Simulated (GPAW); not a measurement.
# Ballistic transport through a carbon nanotube (5, 5); OH on top of one C, which is raised by 0.35 Å, cheap and dear, part 3 of 4

How well does a carbon nanotube (5, 5); OH on top of one C, which is raised by 0.35 Å conduct at low bias, and how far do basis and functional move the answer?

GPAW 26.7.0; GPAW LCAO, PAW setups; Landauer transmission from Green's functions with principal layers (ASE), zero bias.

So far, conductance (G₀): step 2 (single-zeta polarised basis) 1.35.

## 3. GPAW, sz, basis sz(dzp) (continued)

The transmission of the three most open eigenchannels by energy, zero at the Fermi level:

| energy (eV) | channel 1 up | channel 2 up | channel 3 up | channel 1 down | channel 2 down | channel 3 down |
| --- | --- | --- | --- | --- | --- | --- |
| -3.000 | 0.999 | 0.999 | 0.999 | 0.999 | 0.999 | 0.998 |
| -2.475 | 0.999 | 0.998 | 0.998 | 0.999 | 0.998 | 0.998 |
| -2.025 | 0.999 | 0.997 | 0.993 | 0.999 | 0.997 | 0.993 |
| -1.500 | 0.999 | 0.986 | 0.810 | 0.999 | 0.986 | 0.810 |
| -0.975 | 0.998 | 0.695 | 0 | 0.998 | 0.695 | 0 |
| -0.525 | 0.949 | 0.297 | 0 | 0.949 | 0.298 | 0 |
| 0.000 | 0.995 | 0.220 | 0 | 0.994 | 0.219 | 0 |
| 0.525 | 0.996 | 0.785 | 0 | 0.996 | 0.786 | 0 |
| 0.975 | 0.997 | 0.918 | 4.2e-12 | 0.997 | 0.918 | 4.2e-12 |
| 1.500 | 0.999 | 0.994 | 0.984 | 0.999 | 0.994 | 0.984 |
| 2.025 | 0.999 | 0.998 | 0.998 | 0.999 | 0.998 | 0.998 |
| 2.475 | 0.999 | 0.999 | 0.999 | 0.999 | 0.999 | 0.999 |
| 3.000 | 0.999 | 0.999 | 0.999 | 0.999 | 0.999 | 0.999 |

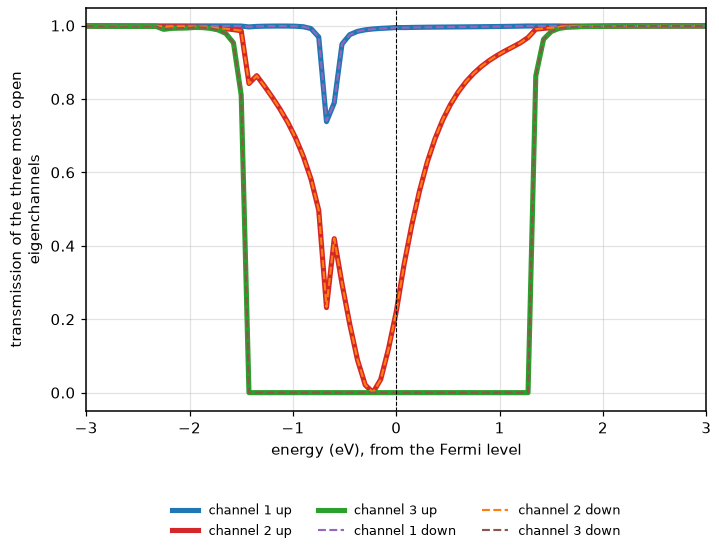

Transmission of the three most open eigenchannels, plotted against energy.

At the Fermi level the transmission is 1.22 (T, spin up) and 1.21 (T, spin down). The current reaches 228 μA at 2 V, 1.2 times what the ratio of current to bias at 0.1 V would give.

## 4. LDA in the szp basis: xc = "LDA"

Back in the szp basis, the functional changes from PBE to LDA, to set the spread between functionals beside that between bases.

run.py reads:

```python
import json
import numpy as np
from ase import Atoms
from ase.transport.calculators import TransportCalculator
from gpaw import GPAW, FermiDirac
from gpaw.lcao.tools import get_lcao_hamiltonian
from scipy.linalg import eigh

# The junction with lead layers at both ends, along the third cell vector
device = Atoms(
    ['C', 'C', 'C', 'C', 'C', 'C', 'C', 'C', 'C', 'C', 'C', 'C', 'C', 'C', 'C', 'C', 'C', 'C', 'C', 'C', 'C', 'C', 'C', 'C', 'C', 'C', 'C', 'C', 'C', 'C', 'C', 'C', 'C', 'C', 'C', 'C', 'C', 'C', 'C', 'C', 'C', 'C', 'C', 'C', 'C', 'C', 'C', 'C', 'C', 'C', 'C', 'C', 'C', 'C', 'C', 'C', 'C', 'C', 'C', 'C', 'C', 'C', 'C', 'C', 'C', 'C', 'C', 'C', 'C', 'C', 'C', 'C', 'C', 'C', 'C', 'C', 'C', 'C', 'C', 'C', 'C', 'C', 'C', 'C', 'C', 'C', 'C', 'C', 'C', 'C', 'C', 'C', 'C', 'C', 'C', 'C', 'C', 'C', 'C', 'C', 'C', 'C', 'C', 'C', 'C', 'C', 'C', 'C', 'C', 'C', 'C', 'C', 'C', 'C', 'C', 'C', 'C', 'C', 'C', 'C', 'C', 'C', 'C', 'C', 'C', 'C', 'C', 'O', 'C', 'C', 'C', 'H', 'C', 'C', 'C', 'C', 'C', 'C', 'C', 'C', 'C', 'C', 'C', 'C', 'C', 'C', 'C', 'C', 'C', 'C', 'C', 'C', 'C', 'C', 'C', 'C', 'C', 'C', 'C', 'C', 'C', 'C', 'C', 'C', 'C', 'C', 'C', 'C', 'C', 'C', 'C', 'C', 'C', 'C', 'C', 'C', 'C', 'C', 'C', 'C', 'C', 'C', 'C', 'C', 'C', 'C', 'C', 'C', 'C', 'C', 'C', 'C', 'C', 'C', 'C', 'C', 'C', 'C', 'C', 'C', 'C', 'C', 'C', 'C', 'C', 'C', 'C', 'C', 'C', 'C', 'C', 'C', 'C', 'C', 'C', 'C', 'C', 'C', 'C', 'C', 'C', 'C', 'C', 'C', 'C', 'C', 'C', 'C', 'C', 'C', 'C', 'C', 'C', 'C', 'C', 'C', 'C', 'C', 'C', 'C', 'C', 'C'],
    positions=[
        [4.07408, 8.09482, 0.61488],
        [4.64743, 9.38259, 0.61488],
        [4.64743, 5.39741, 0.61488],
        [5.69500, 4.45417, 0.61488],
        [7.03565, 10.76143, 0.61488],
        [8.43757, 10.61408, 0.61488],
        [8.43757, 4.16592, 0.61488],
        [9.65835, 4.87074, 0.61488],
        [10.48692, 8.76884, 0.61488],
        [10.78000, 7.39000, 0.61488],
        [4.00000, 7.39000, 1.84463],
        [4.29308, 6.01116, 1.84463],
        [5.12165, 9.90926, 1.84463],
        [6.34243, 10.61408, 1.84463],
        [6.34243, 4.16592, 1.84463],
        [7.74435, 4.01857, 1.84463],
        [9.08500, 10.32583, 1.84463],
        [10.13257, 9.38259, 1.84463],
        [10.13257, 5.39741, 1.84463],
        [10.70592, 6.68518, 1.84463],
        [4.07408, 8.09482, 3.07439],
        [4.64743, 9.38259, 3.07439],
        [4.64743, 5.39741, 3.07439],
        [5.69500, 4.45417, 3.07439],
        [7.03565, 10.76143, 3.07439],
        [8.43757, 10.61408, 3.07439],
        [8.43757, 4.16592, 3.07439],
        [9.65835, 4.87074, 3.07439],
        [10.48692, 8.76884, 3.07439],
        [10.78000, 7.39000, 3.07439],
[... 206 atom lines left out ...]
        [6.34243, 4.16592, 28.89927],
        [7.74435, 4.01857, 28.89927],
        [9.08500, 10.32583, 28.89927],
        [10.13257, 9.38259, 28.89927],
        [10.13257, 5.39741, 28.89927],
        [10.70592, 6.68518, 28.89927]],
    cell=[[14.78, 0.0, 0.0], [0.0, 14.78, 0.0], [0.0, 0.0, 29.51415]],
    pbc=True,
    magmoms=[0.0, 0.0, 0.0, 0.0, 0.0, 0.0, 0.0, 0.0, 0.0, 0.0, 0.0, 0.0, 0.0, 0.0, 0.0, 0.0, 0.0, 0.0, 0.0, 0.0, 0.0, 0.0, 0.0, 0.0, 0.0, 0.0, 0.0, 0.0, 0.0, 0.0, 0.0, 0.0, 0.0, 0.0, 0.0, 0.0, 0.0, 0.0, 0.0, 0.0, 0.0, 0.0, 0.0, 0.0, 0.0, 0.0, 0.0, 0.0, 0.0, 0.0, 0.0, 0.0, 0.0, 0.0, 0.0, 0.0, 0.0, 0.0, 0.0, 0.0, 0.0, 0.0, 0.0, 0.0, 0.0, 0.0, 0.0, 0.0, 0.0, 0.0, 0.0, 0.0, 0.0, 0.0, 0.0, 0.0, 0.0, 0.0, 0.0, 0.0, 0.0, 0.0, 0.0, 0.0, 0.0, 0.0, 0.0, 0.0, 0.0, 0.0, 0.0, 0.0, 0.0, 0.0, 0.0, 0.0, 0.0, 0.0, 0.0, 0.0, 0.5, 0.0, 0.0, 0.0, 0.0, 0.0, 0.0, 0.0, 0.0, 0.0, 0.0, 0.0, 0.0, 0.0, 0.0, 0.0, 0.5, 0.0, 0.0, 0.0, 0.5, 0.0, 0.0, 0.0, 0.0, 0.0, 0.0, 0.0, 0.0, 0.0, 0.5, 0.0, 0.0, 0.0, 0.0, 0.0, 0.0, 0.0, 0.0, 0.0, 0.5, 0.0, 0.0, 0.0, 0.0, 0.0, 0.0, 0.0, 0.0, 0.0, 0.0, 0.0, 0.0, 0.0, 0.0, 0.0, 0.0, 0.0, 0.0, 0.0, 0.0, 0.0, 0.0, 0.0, 0.0, 0.0, 0.0, 0.0, 0.0, 0.0, 0.0, 0.0, 0.0, 0.0, 0.0, 0.0, 0.0, 0.0, 0.0, 0.0, 0.0, 0.0, 0.0, 0.0, 0.0, 0.0, 0.0, 0.0, 0.0, 0.0, 0.0, 0.0, 0.0, 0.0, 0.0, 0.0, 0.0, 0.0, 0.0, 0.0, 0.0, 0.0, 0.0, 0.0, 0.0, 0.0, 0.0, 0.0, 0.0, 0.0, 0.0, 0.0, 0.0, 0.0, 0.0, 0.0, 0.0, 0.0, 0.0, 0.0, 0.0, 0.0, 0.0, 0.0, 0.0, 0.0, 0.0, 0.0, 0.0, 0.0, 0.0, 0.0, 0.0, 0.0, 0.0, 0.0, 0.0, 0.0, 0.0, 0.0, 0.0, 0.0])

# One principal layer of the lead: the first 60 atoms of the device
lead = Atoms(
    ['C', 'C', 'C', 'C', 'C', 'C', 'C', 'C', 'C', 'C', 'C', 'C', 'C', 'C', 'C', 'C', 'C', 'C', 'C', 'C', 'C', 'C', 'C', 'C', 'C', 'C', 'C', 'C', 'C', 'C', 'C', 'C', 'C', 'C', 'C', 'C', 'C', 'C', 'C', 'C', 'C', 'C', 'C', 'C', 'C', 'C', 'C', 'C', 'C', 'C', 'C', 'C', 'C', 'C', 'C', 'C', 'C', 'C', 'C', 'C'],
    positions=[
        [4.07408, 8.09482, 0.61488],
        [4.64743, 9.38259, 0.61488],
        [4.64743, 5.39741, 0.61488],
        [5.69500, 4.45417, 0.61488],
        [7.03565, 10.76143, 0.61488],
        [8.43757, 10.61408, 0.61488],
        [8.43757, 4.16592, 0.61488],
        [9.65835, 4.87074, 0.61488],
        [10.48692, 8.76884, 0.61488],
        [10.78000, 7.39000, 0.61488],
        [4.00000, 7.39000, 1.84463],
        [4.29308, 6.01116, 1.84463],
        [5.12165, 9.90926, 1.84463],
        [6.34243, 10.61408, 1.84463],
        [6.34243, 4.16592, 1.84463],
        [7.74435, 4.01857, 1.84463],
        [9.08500, 10.32583, 1.84463],
        [10.13257, 9.38259, 1.84463],
        [10.13257, 5.39741, 1.84463],
        [10.70592, 6.68518, 1.84463],
        [4.07408, 8.09482, 3.07439],
        [4.64743, 9.38259, 3.07439],
        [4.64743, 5.39741, 3.07439],
        [5.69500, 4.45417, 3.07439],
        [7.03565, 10.76143, 3.07439],
        [8.43757, 10.61408, 3.07439],
        [8.43757, 4.16592, 3.07439],
        [9.65835, 4.87074, 3.07439],
        [10.48692, 8.76884, 3.07439],
        [10.78000, 7.39000, 3.07439],
        [4.00000, 7.39000, 4.30415],
        [4.29308, 6.01116, 4.30415],
        [5.12165, 9.90926, 4.30415],
        [6.34243, 10.61408, 4.30415],
        [6.34243, 4.16592, 4.30415],
        [7.74435, 4.01857, 4.30415],
        [9.08500, 10.32583, 4.30415],
        [10.13257, 9.38259, 4.30415],
        [10.13257, 5.39741, 4.30415],
        [10.70592, 6.68518, 4.30415],
        [4.07408, 8.09482, 5.53390],
        [4.64743, 9.38259, 5.53390],
        [4.64743, 5.39741, 5.53390],
        [5.69500, 4.45417, 5.53390],
        [7.03565, 10.76143, 5.53390],
        [8.43757, 10.61408, 5.53390],
        [8.43757, 4.16592, 5.53390],
        [9.65835, 4.87074, 5.53390],
        [10.48692, 8.76884, 5.53390],
        [10.78000, 7.39000, 5.53390],
        [4.00000, 7.39000, 6.76366],
        [4.29308, 6.01116, 6.76366],
        [5.12165, 9.90926, 6.76366],
        [6.34243, 10.61408, 6.76366],
        [6.34243, 4.16592, 6.76366],
        [7.74435, 4.01857, 6.76366],
        [9.08500, 10.32583, 6.76366],
        [10.13257, 9.38259, 6.76366],
        [10.13257, 5.39741, 6.76366],
        [10.70592, 6.68518, 6.76366]],
    cell=[[14.78, 0.0, 0.0], [0.0, 14.78, 0.0], [0.0, 0.0, 7.37854]],
    pbc=True,
    magmoms=[0.0, 0.0, 0.0, 0.0, 0.0, 0.0, 0.0, 0.0, 0.0, 0.0, 0.0, 0.0, 0.0, 0.0, 0.0, 0.0, 0.0, 0.0, 0.0, 0.0, 0.0, 0.0, 0.0, 0.0, 0.0, 0.0, 0.0, 0.0, 0.0, 0.0, 0.0, 0.0, 0.0, 0.0, 0.0, 0.0, 0.0, 0.0, 0.0, 0.0, 0.0, 0.0, 0.0, 0.0, 0.0, 0.0, 0.0, 0.0, 0.0, 0.0, 0.0, 0.0, 0.0, 0.0, 0.0, 0.0, 0.0, 0.0, 0.0, 0.0])

settings = dict(mode='lcao', basis='szp(dzp)', xc='LDA', h=0.18,
                occupations=FermiDirac(0.1), maxiter=250,
                mixer=dict(beta=0.05, nmaxold=8, weight=100.0),
                convergence=dict(density=0.0001))
energies = np.arange(-3, 3 + 1e-9, 0.075)
eta = 0.0001
n1, n2 = 1, 1
# k and -k transmit alike, so half of the mesh across the current serves
mesh = [(i, j) for i in range(n1) for j in range(n2) if (i, j) <= (-i % n1, -j % n2)]
weights = np.array([1 if (i, j) == (-i % n1, -j % n2) else 2 for i, j in mesh]) / (n1 * n2)


def ground_state(atoms, size, txt):
    atoms.calc = GPAW(kpts={'size': size, 'gamma': True}, symmetry={'tolerance': 1e-3}, txt=txt, **settings)
    atoms.get_potential_energy()
    return atoms.calc.get_fermi_level()


def blocks(atoms, fermi, points, nz, cells):
    """H - E_F S and S between cell 0 and the cells above it, at each point across the current."""
    kz = np.arange(nz) / nz
    calc = atoms.calc.fixed_density(kpts=[(*k, z) for k in points for z in kz], symmetry='off', txt=None)
    H, S = get_lcao_hamiltonian(calc)
    H = (H - fermi * S).reshape(len(H), len(points), nz, *S.shape[1:])
    S = S.reshape(H.shape[1:])
    phases = [np.exp(-2j * np.pi * kz * R) / nz for R in cells]
    return [(np.einsum('skzij,z->ksij', H, p), np.einsum('kzij,z->kij', S, p)) for p in phases]


def pair(a, b):
    return np.block([[a, b], [b.T.conj(), a]])


def count_channels(h, s, cells, nk=240):
    """Half the number of times that the lead's bands cross each energy, unfolded to its shortest repeat."""
    b = len(h) // cells
    bands = []
    for k in (np.arange(nk + 1) + 0.5) / nk:
        hk, sk = h[:b, :b].copy(), s[:b, :b].copy()
        for R in range(1, cells):
            phase, block = np.exp(2j * np.pi * k * R), slice(R * b, (R + 1) * b)
            hk += h[:b, block] * phase + (h[:b, block] * phase).T.conj()
            sk += s[:b, block] * phase + (s[:b, block] * phase).T.conj()
        w, u = eigh(sk)
        x = u[:, w > 1e-5] / w[w > 1e-5]**0.5  # drop near-dependent combinations
        bands.append(np.r_[eigh(x.T.conj() @ hk @ x, eigvals_only=True), [1e9] * (w <= 1e-5).sum()])
    below = np.array(bands)[:, :, None] < energies
    return (below[1:] != below[:-1]).sum((0, 1)) / 2


fermi_lead = ground_state(lead, (1, 1, 15), 'lead.txt')
fermi_device = ground_state(device, (1, 1, 3), 'device.txt')
T, channels, eigen, tail, misfit, shifts = [], [], [], 0.0, 0.0, []
for first in range(0, len(mesh), 1):
    points = [(i / n1, j / n2) for i, j in mesh[first:first + 1]]
    (H0k, S0k), (H1k, S1k), (H2k, _) = blocks(lead, fermi_lead, points, 5, range(3))
    [(Hk, Sk)] = blocks(device, fermi_device, points, 2, [0])
    tail = max(tail, abs(H2k).max())
    for H0, S0, H1, S1, H, S in zip(H0k, S0k, H1k, S1k, Hk, Sk):
        n = len(S0)
        # Shift the lead onto the potential of the device's first layer
        shift = ((H[:, 0, 0] - H0[:, 0, 0]) / S0[0, 0]).real.mean()
        shifts.append(shift)
        misfit = max(misfit, abs(H[:, :n, :n] - H0 - shift * S0).max())
        Tk, Ck, Ek = [], [], []
        for s in range(len(H)):
            t = s % len(H0)  # a lead without moments serves both spins
            h1, s1 = pair(H0[t] + shift * S0, H1[t] + shift * S1), pair(S0, S1)
            leads = dict(h1=h1, s1=s1, energies=energies, eta=eta, eta1=eta, eta2=eta)
            calc = TransportCalculator(h=H[s], s=S, eigenchannels=3, **leads)
            Tk.append(calc.get_transmission())
            Ek.append(np.sort(calc.eigenchannels_ne, axis=0)[::-1])
            Ck.append(count_channels(h1, s1, 6))
        T.append(Tk)
        channels.append(Ck)
        eigen.append(Ek)
T, channels = np.array(T), np.array(channels)
mean, open_channels = np.einsum('kse,k->se', T, weights), np.einsum('kse,k->se', channels, weights)

print(f'basis functions: device {len(S)}, principal layer {n}')
print(f'Fermi level: lead {fermi_lead:.4f} eV, device {fermi_device:.4f} eV; lead shifted by {np.mean(shifts):.4f} eV')
print(f'largest coupling past the next layer {tail:.2e} eV, largest misfit of the first layer {misfit:.3f} eV')
print('  E-E_F (eV)   ' + 'T up        T down      channels up  channels down')
for e, t, c in zip(energies, mean.T, open_channels.T):
    print(f'{e:10.3f}  ', *[f'{x:11.4e}' for x in t], *[f'{x:9.4f}' for x in c])

kT = 8.617333e-5 * 77
fine = np.linspace(energies[0], energies[-1], 4001)
both = np.exp(np.interp(fine, energies, np.log(np.maximum(mean.sum(0) * 2 / len(mean), 1e-30))))
fermi = lambda mu: 1 / (1 + np.exp(np.clip((fine - mu) / kT, -200, 200)))
slope = fermi(0) * (1 - fermi(0)) / kT
G = np.trapezoid(both * slope, fine) / 2
seebeck = -np.trapezoid(both * slope * fine, fine) / (2 * G * 77) * 1e6
print(f'conductance at 77 K: {G:.5g} G0 a cell; thermopower {seebeck:.4g} uV/K')
bias = [0.1, 0.2, 0.5, 1.0, 1.5, 2.0]
current = [38.74 * np.trapezoid(both * (fermi(V / 2) - fermi(-V / 2)), fine) for V in bias]
for V, I in zip(bias, current):
    print(f'current from the zero-bias T(E) at {V} V: {I:.5g} uA')
zero = abs(energies).argmin()
json.dump(dict(energies=energies.tolist(), T=mean.tolist(), channels=open_channels.tolist(), G=G, seebeck=seebeck,
               bias=bias, current=current, tail=tail, misfit=misfit, shift=np.mean(shifts), n_device=len(S), n_lead=n,
               fermi=[fermi_lead, fermi_device], energy=device.get_potential_energy(),
               moments=device.get_magnetic_moments().tolist(), mesh=mesh, weights=weights.tolist(),
               T_k=T[:, :, zero].tolist(), eigen=np.array(eigen[0]).tolist()), open('result.json', 'w'))
```

On the command line:

```
OMP_NUM_THREADS=1 OPENBLAS_NUM_THREADS=1 python run.py
```

The log of the run:

```text
basis functions: device 2173, principal layer 540
Fermi level: lead -2.8169 eV, device -2.8266 eV; lead shifted by 0.0117 eV
largest coupling past the next layer 4.46e-15 eV, largest misfit of the first layer 0.024 eV
  E-E_F (eV)   T up        T down      [channel counts left out]
    -3.000    6.3397e+00  6.3397e+00
    -2.925    7.1841e+00  7.1840e+00
    -2.850    7.6895e+00  7.6894e+00
[...]
2.925    7.8978e+00  7.8977e+00
     3.000    7.8645e+00  7.8644e+00
conductance at 77 K: 1.3558 G0 a cell; thermopower -2.189 uV/K
current from the zero-bias T(E) at 0.1 V: 10.5 uA
current from the zero-bias T(E) at 0.2 V: 20.992 uA
current from the zero-bias T(E) at 0.5 V: 52.259 uA
current from the zero-bias T(E) at 1.0 V: 106.4 uA
current from the zero-bias T(E) at 1.5 V: 167.56 uA
current from the zero-bias T(E) at 2.0 V: 233.78 uA
```

Run time: 2.6 h. Hardware: 1 thread of Arm Neoverse V1, shared host; peak memory 6.9 GiB.

This step gave:

* conductance: 1.356 G₀
* thermopower: -2.189 μV/K
* largest coupling past the next principal layer: 4.46e-15 eV
* largest misfit of the first principal layer: 0.02379 eV
* shift that aligns the lead: 0.01171 eV
* basis functions of the junction: 2173
* basis functions of a principal layer: 540
* transmission at the Fermi level, spin up: 1.357
* transmission at the Fermi level, spin down: 1.356

Each spin. Transmission, zone mean against energy, zero at the Fermi level:

```csv
energy (eV),"T, spin up","T, spin down"
-3.0000,6.34,6.34
-2.7750,7.86,7.86
-2.5500,7.92,7.92
-2.4750,7.91,7.91
-2.2500,7.46,7.46
-2.0250,4.22,4.22
-1.7250,4.93,4.93
-1.6500,4.93,4.93
-1.5000,4.71,4.71
-1.2750,1.80,1.80
-0.9750,1.49,1.49
-0.7500,1.44,1.44
-0.5250,1.16,1.16
-0.2250,1.03,1.03
0.0000,1.36,1.36
0.2250,1.65,1.65
0.5250,1.84,1.84
0.7500,1.91,1.91
0.9750,1.94,1.94
1.2750,5.25,5.25
1.5000,8.46,8.46
1.6500,8.60,8.60
1.7250,8.11,8.11
2.0250,7.89,7.89
2.2500,7.92,7.92
2.4750,7.94,7.94
2.7750,7.93,7.93
3.0000,7.86,7.86
```

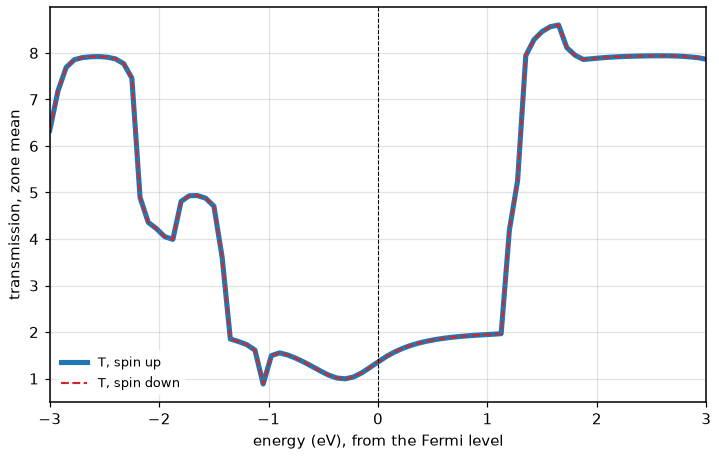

Transmission, zone mean against energy.

The conductance equals that of the szp run to 0.2 %.

## 5. Cost and result by level

Times are for 1 thread of Arm Neoverse V1, shared host. The runs compared:

```
no.      run  conductance (G₀)    time  memory (GiB)
  1      szp             1.353   2.6 h           6.9
  2       sz             1.215  22 min           4.7
  3  szp LDA             1.356   2.6 h           6.9
```

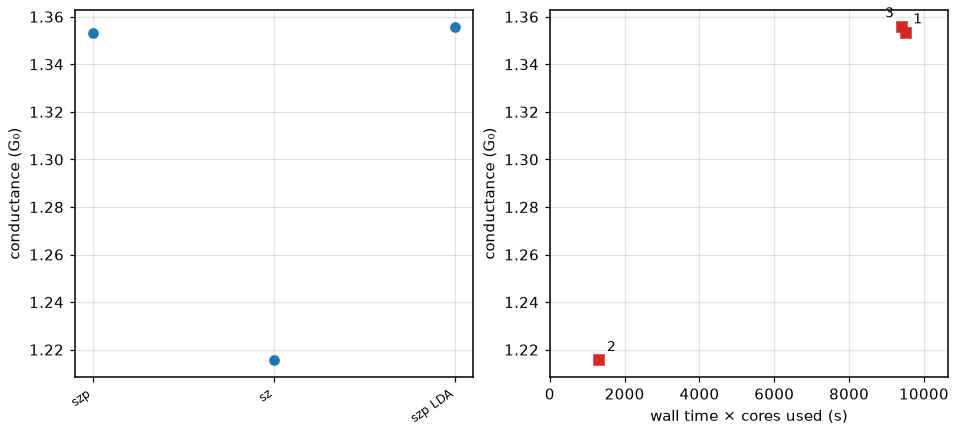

The series as plots; the last panel sets the first result against cost, with the runs numbered as in the table.

(Part 3 of 4 ends here.)

[Logs are printed without paths, hosts, clocks, repeated set-up lines and the standing remarks that a program may print on its own settings, such as how far it seeks lower states.]

[Hosts, paths, dates, database ids (printed as entryN), source tags and the programs' standing remarks are cut or masked in the printed files.]
